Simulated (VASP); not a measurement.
# CuRu: structure and properties in VASP, part 2 of 3

Aim: relax CuRu, then compute properties on the relaxed cell. The cell is invented: it takes the structure of a Materials Project entry for FeRu (space group 187 there), with some of its atoms replaced by other elements, volume scaled by an estimate. It may not be a known or stable phase.

VASP 6.6.1; r2SCAN; plane waves and PAW (Ru_pv, Cu); invented cell.

Still holding for the runs below: This run has no spin polarisation. Its electron count is odd, so without a moment it is a metal by construction.

So far. Step 2 (Full relaxation (r2SCAN)): It ends with forces that vanish by symmetry and a pressure of 0.05 GPa. Step 3 (Density, ELF and potential (r2SCAN)): In this run the pressure is -0.09 GPa, small enough to go on.

**4. Band structure (r2SCAN)**

Levels along the symmetry lines show where the bands peak and cross; KPOINTS_OPT computes them in the converged potential.

Contents of INCAR:

```
SYSTEM = CuRu
PREC = Accurate
ENCUT = 400
EDIFF = 1E-06
NELM = 100
ISMEAR = 0
SIGMA = 0.05
LREAL = .FALSE.
ALGO = Normal
METAGGA = R2SCAN
LASPH = .TRUE.
LORBIT = 11
LWAVE = .FALSE.
LCHARG = .FALSE.
```

Contents of POSCAR:

```
CuRu
1.0
    2.6162774654     -0.0000000114      0.0000000000
   -1.3081382526      2.2657624606      0.0000000000
    0.0000000000      0.0000000000      4.3210088013
Ru Cu
1 1
Direct
    0.6666666700      0.3333333300      0.0000000000
    0.0000000000      0.0000000000      0.5000000000
```

Contents of KPOINTS:

```
Automatic mesh
0
Gamma
8 8 5
0 0 0
```

Contents of KPOINTS_OPT:

```
Line mode
16
Line-mode
Reciprocal
  0.00000000   0.00000000   0.00000000 GAMMA
  0.50000000   0.00000000   0.00000000 M

  0.50000000   0.00000000   0.00000000 M
  0.33333333   0.33333333   0.00000000 K

  0.33333333   0.33333333   0.00000000 K
  0.00000000   0.00000000   0.00000000 GAMMA

  0.00000000   0.00000000   0.00000000 GAMMA
  0.00000000   0.00000000   0.50000000 A

  0.00000000   0.00000000   0.50000000 A
  0.50000000   0.00000000   0.50000000 L

  0.50000000   0.00000000   0.50000000 L
  0.33333333   0.33333333   0.50000000 H

  0.33333333   0.33333333   0.50000000 H
  0.00000000   0.00000000   0.50000000 A

  0.50000000   0.00000000   0.50000000 L
  0.50000000   0.00000000   0.00000000 M

  0.33333333   0.33333333   0.00000000 K
  0.33333333   0.33333333   0.50000000 H
```

The projector-augmented-wave data sets are Ru_pv and Cu (PBE family, release 64).

The run is started by

```
mpirun -np 1 vasp_std
```

The program printed:

```text
[... set-up lines as in an earlier step ...]
 entering main loop
       N       E                     dE             d eps       ncg     rms          rms(c)
[... 17 cycles as in an earlier step ...]
   1 F= -.35523557E+02 E0= -.35520919E+02  d E =-.527587E-02
 Start KPOINTS_OPT (optional k-point list driver)
k-point batch [1-30\144]
       N       E                     dE             ncg
DAV:   1     0.254838564652E+04   -0.19898E+05     1064
DAV:   2    -0.221663507661E+04   -0.47650E+04     1016
DAV:   3    -0.232077897446E+04   -0.10414E+03     1104
DAV:   4    -0.232331243831E+04   -0.25335E+01     1352
DAV:   5    -0.232342296671E+04   -0.11053E+00     1344
DAV:   6    -0.232342421053E+04   -0.12438E-02     1360
DAV:   7    -0.232342428803E+04   -0.77492E-04     1136
DAV:   8    -0.232342428922E+04   -0.11960E-05      792
DAV:   9    -0.232342428933E+04   -0.10549E-06      808
[...]
k-point batch [121-144\144]
       N       E                     dE             ncg
DAV:   1     0.827500556002E+04   -0.24011E+05      840
DAV:   2     0.443846859271E+04   -0.38365E+04      840
DAV:   3     0.435458493423E+04   -0.83884E+02      888
DAV:   4     0.435259700420E+04   -0.19879E+01     1088
DAV:   5     0.435249954335E+04   -0.97461E-01     1056
DAV:   6     0.435249733437E+04   -0.22090E-02     1144
DAV:   7     0.435249728628E+04   -0.48087E-04      872
DAV:   8     0.435249728615E+04   -0.13714E-06      608
```

Run time: 2.6 min. Hardware: 1 MPI rank of AMD EPYC 7R43, shared host; peak memory 0.11 GiB.

Parts of OUTCAR (step 4):

```text
The static configuration has the point symmetry D_3h.

 Found     30 irreducible k-points:

   NELECT =      25.0000    total number of electrons

 E-fermi :  10.0749

[... 20 parts as in an earlier step ...]
```

Spin-orbit coupling is off here; it would split degenerate levels.

Electronic bands along the path, in eV, zero at the Fermi level; # counts the bands kept:

```csv
point,#7,#8,#9,#10,#11
Γ,-2.61,-2.08,-2.08,-0.17,0.77
M,-2.42,-1.95,0.33,1.24,2.57
K,-1.97,-1.31,-0.85,-0.58,4.62
Γ,-2.61,-2.08,-2.08,-0.17,0.77
A,-2.92,-2.92,-1.63,-1.63,0.73
L,-1.93,-0.43,0.03,0.90,2.57
H,-2.20,-1.88,-1.36,0.29,4.34
A,-2.92,-2.92,-1.63,-1.63,0.73
jump to L,-1.93,-0.43,0.03,0.90,2.57
M,-2.42,-1.95,0.33,1.24,2.57
jump to K,-1.97,-1.31,-0.85,-0.58,4.62
H,-2.20,-1.88,-1.36,0.29,4.34
```

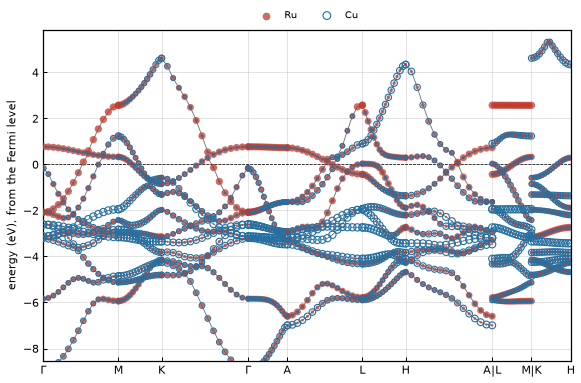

Electronic bands along the path; dots are coloured as in the legend, and their area grows with the weight.

There is no gap at this level.

**5. Total and projected DOS (r2SCAN)**

Here the states are counted by energy and projected on the atoms. The mesh is finer than in the run before.

Edit INCAR of step 4 so:

```diff
@@ -5,3 +5,3 @@
 NELM = 100
-ISMEAR = 0
+ISMEAR = -5
 SIGMA = 0.05
@@ -14 +14,2 @@
 LCHARG = .FALSE.
+NEDOS = 2001
```

POSCAR is that of step 4.

Contents of KPOINTS:

```
Automatic mesh
0
Gamma
12 12 7
0 0 0
```

The run is started by

```
mpirun -np 1 vasp_std
```

The program printed:

```text
[... set-up lines as in an earlier step ...]
 entering main loop
       N       E                     dE             d eps       ncg     rms          rms(c)
DAV:   1     0.123391914568E+03    0.12339E+03   -0.12851E+04  2688   0.194E+03
DAV:   2    -0.401018724201E+02   -0.16349E+03   -0.16096E+03  2568   0.395E+02
DAV:   3    -0.437809112727E+02   -0.36790E+01   -0.36492E+01  2992   0.707E+01
DAV:   4    -0.438570373532E+02   -0.76126E-01   -0.76692E-01  3384   0.819E+00
DAV:   5    -0.438591660907E+02   -0.21287E-02   -0.21344E-02  3440   0.126E+00    0.191E+01
DAV:   6    -0.398223721629E+02    0.40368E+01   -0.86151E+01  2592   0.241E+02    0.128E+01
DAV:   7    -0.356333884185E+02    0.41890E+01   -0.15329E+01  3088   0.922E+01    0.278E+00
DAV:   8    -0.355994205059E+02    0.33968E-01   -0.12873E+00  3384   0.316E+01    0.151E+00
DAV:   9    -0.356129552865E+02   -0.13535E-01   -0.48304E-01  3480   0.203E+01    0.126E+00
DAV:  10    -0.355848531748E+02    0.28102E-01   -0.16995E-01  3128   0.134E+01    0.325E-01
DAV:  11    -0.355857111237E+02   -0.85795E-03   -0.18096E-02  3552   0.407E+00    0.208E-01
DAV:  12    -0.355849155770E+02    0.79555E-03   -0.32192E-03  3544   0.170E+00    0.451E-02
DAV:  13    -0.355849593976E+02   -0.43821E-04   -0.14400E-04  3792   0.211E-01    0.296E-02
DAV:  14    -0.355849231740E+02    0.36224E-04   -0.10061E-04  3024   0.315E-01    0.136E-02
DAV:  15    -0.355849307865E+02   -0.76125E-05   -0.96524E-06  3264   0.919E-02    0.387E-03
DAV:  16    -0.355849330640E+02   -0.22775E-05   -0.37245E-07  1936   0.134E-02    0.209E-03
DAV:  17    -0.355849342795E+02   -0.12155E-05   -0.24169E-07  1760   0.129E-02    0.396E-04
DAV:  18    -0.355849352885E+02   -0.10090E-05   -0.13303E-07  1632   0.480E-03    0.391E-04
DAV:  19    -0.355849351113E+02    0.17717E-06   -0.39642E-08  1624   0.383E-03
   1 F= -.35584935E+02 E0= -.35584935E+02  d E =0.000000E+00
 -----------------------------------------------------------------------------
|                                                                             |
|           W    W    AA    RRRRR   N    N  II  N    N   GGGG   !!!           |
|           W    W   A  A   R    R  NN   N  II  NN   N  G    G  !!!           |
|           W    W  A    A  R    R  N N  N  II  N N  N  G       !!!           |
|           W WW W  AAAAAA  RRRRR   N  N N  II  N  N N  G  GGG   !            |
|           WW  WW  A    A  R   R   N   NN  II  N   NN  G    G                |
|           W    W  A    A  R    R  N    N  II  N    N   GGGG   !!!           |
|                                                                             |
|     Tetrahedron method does not include variations of the Fermi             |
|     occupations, so forces and stress will be inaccurate. We suggest        |
|     using a different smearing scheme ISMEAR = 1 or 2 for metals in         |
|     relaxations.                                                            |
|                                                                             |
 -----------------------------------------------------------------------------
```

The job ended after 2.5 min (1 MPI rank; peak memory 0.11 GiB).

From OUTCAR (step 5):

```text
   k-points           NKPTS =     76   k-points in BZ     NKDIM =     76   number of bands    NBANDS=     16

   NELECT =      25.0000    total number of electrons

 E-fermi :   9.9802

 k-point     1 :       0.0000    0.0000    0.0000
  band No.  band energies     occupation
    ...
      9       7.5084      2.00000
     10       7.5085      2.00000
     11       7.9370      2.00000
     12       7.9370      2.00000
     13       9.9043      2.00000
     14      10.8020      0.00000
     15      10.8020      0.00000
     16      17.2408      0.00000

  Total        0.0243119      0.0243119      0.0211124      0.0000000      0.0000000      0.0000000
  in kB        1.5207094      1.5207090      1.3205780      0.0000003      0.0000000      0.0000000
  external PRESSURE =       1.4539988 kB  Pullay stress =       0.0000000 kB

 POSITION                                       TOTAL-FORCE (eV/Angst)
 -----------------------------------------------------------------------------------
      1.30814      0.75525      0.00000         0.000000      0.000000      0.000000
      0.00000      0.00000      2.16050        -0.000000     -0.000000      0.000000
 -----------------------------------------------------------------------------------
    total drift:                               -0.000017      0.000013      0.000000

  FREE ENERGIE OF THE ION-ELECTRON SYSTEM (eV)
  ---------------------------------------------------
  free  energy   TOTEN  =       -35.5849351113 eV

  energy  without entropy=      -35.5849351113  energy(sigma->0) =      -35.58493511

[... 6 parts as in an earlier step ...]

[... 10 further parts left out ...]
```

The DOS at the Fermi level is high for the number of transition-metal atoms. It is one value on this mesh and may be a narrow spike; if it stands, a magnetic instability is possible, which a run without spin can't show. With tetrahedra the forces and stress of a metal are not exact derivatives of the energy.

This step gave:

```yaml
scf_cycles: 19
irreducible_k_points: 76
free_energy_toten: -35.58 eV
fermi_energy: 9.980 eV
pressure: 0.1454 GPa
dos_at_the_fermi_level: 2.697 states/eV/cell
```

The density of states has structure finer than the step of the table below, so its rows give means over 1 eV, whole bins alone (the curve runs from -12.0 to 6.01 eV). Peaks (eV: height): total -3.7: 6.82, -3.2: 7.80, -2.8: 10.1, -2.6: 7.12; Cu d -3.7: 4.37, -3.2: 5.79, -2.8: 7.52, -2.6: 5.22; Ru d -2.8: 1.68, -0.1: 2.57, 0.3: 1.56, 0.7: 2.18; Ru s -5.8: 0.166, -4.9: 0.162, -4.2: 0.0891, -2.3: 0.0442.

States under -12.0 eV and over 6.0 eV are left out. Table of density of states by energy, zero at the Fermi level; means over each step; values in states/eV/cell:

```csv
energy (eV),total,Cu d,Ru d,Ru s
-10,0,0,0,0
-9,0.0122,0,4.2e-5,0.00293
-8,0.126,6.2e-4,0.00163,0.0266
-7,0.267,0.00548,0.0125,0.0412
-6,1.07,0.122,0.358,0.0870
-5,2.32,0.597,0.993,0.118
-4,3.52,1.97,0.867,0.0426
-3,5.15,3.70,0.900,0.0185
-2,3.23,1.84,0.963,0.0310
-1,2.12,0.727,1.05,0.0255
0,2.15,0.401,1.48,0.0172
1,1.27,0.122,0.896,0.00988
2,0.747,0.0549,0.464,0.0116
3,0.684,0.0520,0.353,0.0118
4,0.471,0.0454,0.159,0.0127
5,0.402,0.0340,0.125,0.0119
```

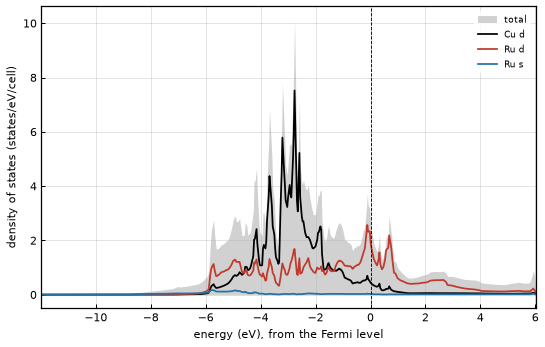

Density of states against energy.

The finer mesh and the other smearing move the Fermi level by -0.09 eV from the 8×8×5 run, one measure of the sampling error in the zero of the bands above. Of the states within 0.3 eV of the Fermi level, the largest shares in the PAW spheres are Ru d 70 % and Cu d 18 %. The rest lies in smaller channels or between the spheres.

**6. Elastic tensor by finite strains (r2SCAN)**

IBRION = 6 with ISIF = 3 strains the cell both ways at fixed fractional positions, and adds the ions' share afterwards from the force constants. Stress converges slowly with the basis, so the cutoff is raised.

Contents of INCAR:

```
SYSTEM = CuRu
PREC = Accurate
ENCUT = 500
EDIFF = 1E-07
NELM = 100
ISMEAR = 0
SIGMA = 0.05
LREAL = .FALSE.
ALGO = Normal
METAGGA = R2SCAN
LASPH = .TRUE.
LORBIT = 11
LWAVE = .FALSE.
LCHARG = .FALSE.
IBRION = 6
NFREE = 2
POTIM = 0.015
ISIF = 3
NSW = 1
```

POSCAR is that of step 5.

Contents of KPOINTS:

```
Automatic mesh
0
Gamma
8 8 5
0 0 0
```

The run is started by

```
mpirun -np 1 vasp_std
```

The program printed:

```text
[... set-up lines as in an earlier step ...]
 entering main loop
       N       E                     dE             d eps       ncg     rms          rms(c)
DAV:   1     0.151163077862E+03    0.15116E+03   -0.14386E+04  1000   0.226E+03
DAV:   2    -0.390576849414E+02   -0.19022E+03   -0.18768E+03  1016   0.436E+02
DAV:   3    -0.437554581046E+02   -0.46978E+01   -0.46158E+01  1184   0.807E+01
DAV:   4    -0.438461377233E+02   -0.90680E-01   -0.90654E-01  1232   0.921E+00
[...]
DAV:  17    -0.355237458068E+02    0.49794E-06   -0.23281E-06  1248   0.438E-02    0.180E-03
DAV:  18    -0.355237456820E+02    0.12487E-06   -0.38899E-07   896   0.159E-02    0.454E-04
DAV:  19    -0.355237457555E+02   -0.73563E-07   -0.64486E-08   656   0.554E-03
   1 F= -.35523746E+02 E0= -.35521113E+02  d E =-.526483E-02
[... from here on, the cycles between the ionic steps are left out ...]
   2 F= -.35520820E+02 E0= -.35517771E+02  d E =-.609819E-02
   3 F= -.35516174E+02 E0= -.35513993E+02  d E =-.436218E-02
   4 F= -.35521291E+02 E0= -.35518464E+02  d E =-.565344E-02
   5 F= -.35515676E+02 E0= -.35513341E+02  d E =-.467119E-02
   6 F= -.35519258E+02 E0= -.35516825E+02  d E =-.486629E-02
   7 F= -.35515131E+02 E0= -.35512061E+02  d E =-.613894E-02
   8 F= -.35523829E+02 E0= -.35521280E+02  d E =-.509677E-02
   9 F= -.35523812E+02 E0= -.35521264E+02  d E =-.509705E-02
  10 F= -.35523001E+02 E0= -.35520426E+02  d E =-.514991E-02
  11 F= -.35523001E+02 E0= -.35520426E+02  d E =-.515043E-02
[...]
hard stop encountered!  aborting job ...
[...]
|     The electronic self-consistency was not achieved in the given           |
[...]
soft stop encountered!  aborting job ...
  12 F= -.35558159E+02 E0= -.35555873E+02  d E =-.457107E-02
 deleting file STOPCAR
```

Run time: 21 min. Hardware: 1 MPI rank; peak memory 0.19 GiB.

The run was stopped at its time limit, by a STOPCAR file.

More ranks or a longer limit would be the way on.

**7. Volume scan with r2SCAN**

An equation of state needs energies on both sides of the minimum, all on one mesh and cutoff.

Contents of INCAR:

```
SYSTEM = CuRu
PREC = Accurate
ENCUT = 400
EDIFF = 1E-06
NELM = 100
ISMEAR = 0
SIGMA = 0.05
LREAL = .FALSE.
ALGO = Normal
METAGGA = R2SCAN
LASPH = .TRUE.
LORBIT = 11
LWAVE = .FALSE.
LCHARG = .FALSE.
ISIF = 2
```

Contents of POSCAR:

```
CuRu
1.0
    2.5628690617     -0.0000000112      0.0000000000
   -1.2814340605      2.2195094321      0.0000000000
    0.0000000000      0.0000000000      4.2328001974
Ru Cu
1 1
Direct
    0.6666666700      0.3333333300      0.0000000000
    0.0000000000      0.0000000000      0.5000000000
```

KPOINTS is that of step 6.

The run is started by

```
mpirun -np 1 vasp_std
```

The program printed:

```text
[... set-up lines as in an earlier step ...]
 entering main loop
       N       E                     dE             d eps       ncg     rms          rms(c)
DAV:   1     0.126789112278E+03    0.12679E+03   -0.12737E+04  1064   0.195E+03
DAV:   2    -0.397016596180E+02   -0.16649E+03   -0.16404E+03  1000   0.401E+02
DAV:   3    -0.435996857395E+02   -0.38980E+01   -0.38797E+01  1176   0.743E+01
DAV:   4    -0.436803322611E+02   -0.80647E-01   -0.80576E-01  1288   0.858E+00
DAV:   5    -0.436829896044E+02   -0.26573E-02   -0.26571E-02  1368   0.152E+00    0.211E+01
DAV:   6    -0.399397275987E+02    0.37433E+01   -0.86967E+01  1040   0.246E+02    0.134E+01
DAV:   7    -0.354744662667E+02    0.44653E+01   -0.15871E+01  1200   0.982E+01    0.272E+00
DAV:   8    -0.354566985747E+02    0.17768E-01   -0.12552E+00  1360   0.298E+01    0.177E+00
DAV:   9    -0.354405033888E+02    0.16195E-01   -0.23412E-01  1400   0.139E+01    0.601E-01
DAV:  10    -0.354398678975E+02    0.63549E-03   -0.58248E-02  1232   0.768E+00    0.441E-01
DAV:  11    -0.354375416979E+02    0.23262E-02   -0.18266E-02  1272   0.429E+00    0.731E-02
DAV:  12    -0.354375722788E+02   -0.30581E-04   -0.72286E-04  1480   0.441E-01    0.506E-02
DAV:  13    -0.354375600111E+02    0.12268E-04   -0.45850E-05  1456   0.180E-01    0.271E-02
DAV:  14    -0.354375600044E+02    0.66557E-08   -0.40497E-05  1304   0.177E-01    0.626E-03
DAV:  15    -0.354375597059E+02    0.29859E-06   -0.27219E-06  1016   0.218E-02
   1 F= -.35437560E+02 E0= -.35435944E+02  d E =-.323208E-02
```

The job ended after 58 s (1 MPI rank; peak memory 0.1 GiB).

Parts of OUTCAR (step 7):

```text
   ENCUT  =  400.0 eV  29.40 Ry    5.42 a.u.   4.18  4.18  6.90*2*pi/ulx,y,z

   NELECT =      25.0000    total number of electrons

 E-fermi :  11.0979

 k-point     1 :       0.0000    0.0000    0.0000
  band No.  band energies     occupation
    ...
      9       8.2673      2.00000
     10       8.2674      2.00000
     11       8.7903      2.00000
     12       8.7903      2.00000
     13      10.8153      2.00000
     14      11.9239      0.00000
     15      11.9239      0.00000
     16      18.8055      0.00000

  Total        2.6263045      2.6263038      2.3699135      0.0000005      0.0000000      0.0000000
  in kB      174.7609807    174.7609355    157.7000735      0.0000363      0.0000000      0.0000000
  external PRESSURE =     169.0739966 kB  Pullay stress =       0.0000000 kB

 POSITION                                       TOTAL-FORCE (eV/Angst)
 -----------------------------------------------------------------------------------
      1.28143      0.73984      0.00000        -0.000000     -0.000000      0.000000
      0.00000      0.00000      2.11640         0.000000      0.000000      0.000000
 -----------------------------------------------------------------------------------
    total drift:                               -0.000016      0.000012      0.000000

  FREE ENERGIE OF THE ION-ELECTRON SYSTEM (eV)
  ---------------------------------------------------
  free  energy   TOTEN  =       -35.4375597059 eV

  energy  without entropy=      -35.4343276271  energy(sigma->0) =      -35.43594367

[... 3 parts as in an earlier step ...]

[... 13 further parts left out ...]
```

The scan keeps the cell's shape and the fractional positions fixed.

Numbers from this step:

- SCF cycles: 15
- irreducible k-points: 30
- free energy (TOTEN): -35.44 eV
- energy at zero smearing: -35.44 eV
- Fermi energy: 11.10 eV
- pressure: 16.91 GPa

The pressure here is 16.91 GPa.

[end of part 2 of 3]

[Lines on the potential files, build, host, timing and source positions are cut from VASP's logs without a mark.]

[Logs are printed without paths, hosts, clocks, repeated set-up lines and the standing remarks that a program may print on its own settings, such as how far it seeks lower states.]

[Hosts, paths, dates, database ids (printed as entryN), source tags and the programs' standing remarks are cut or masked in the printed files.]

[A measured line is paired with the nearest computed mode of its activity, which favours agreement.]
